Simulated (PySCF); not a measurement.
# CH5BF2Si: the cost of one run

Computed with PySCF 2.14.0, with density-fitted response routines of our own, on a single molecule in the gas phase. Atoms are numbered from 0 throughout.

**1. The starting structure**

10 atoms, charge 0, multiplicity 1; geometry from: PBE0-D3(BJ)/def2-SVP.

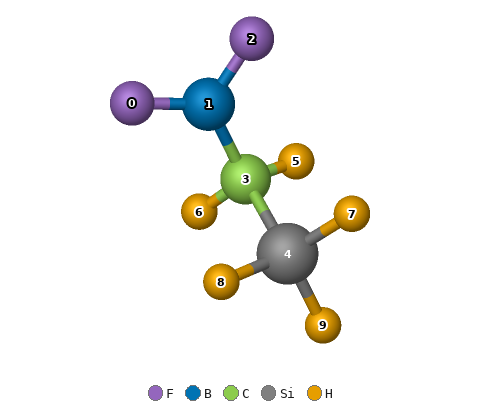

The starting geometry (fluorine purple, boron blue, carbon green, silicon grey, hydrogen amber), atoms numbered; sticks join atoms by distance.

**2. Shielding tensors: PBE0/pcSseg-2**

The job: settings as JSON, then the geometry in Å.

```
{"job": {"kind": "nmr", "xc": "PBE0", "basis": "pcSseg-2", "pop": false}, "charge": 0, "multiplicity": 1}
F     -1.987546     0.378619     1.342866
B     -1.491649     0.356992     0.116929
F     -1.980585     1.252196    -0.725407
C     -0.367924    -0.627433    -0.290073
Si     1.337680     0.106540     0.081519
H     -0.402104    -0.840725    -1.369649
H     -0.445699    -1.568940     0.275689
H      1.518495     1.380598    -0.677002
H      1.463027     0.395966     1.541517
H      2.406778    -0.855976    -0.318404
```

Method: GIAO PBE0/pcSseg-2 NMR shielding, non-relativistic, gas phase.

Launch:

```
$ OMP_NUM_THREADS=1 python probes_run.py task.json out
```

One launch serves the whole session: the jobs run in the order shown.

Q: Estimate the wall time and peak memory of this first job on 1 thread of Arm Neoverse V1, shared host.

About 21 s, with a peak of 0.92 GiB.
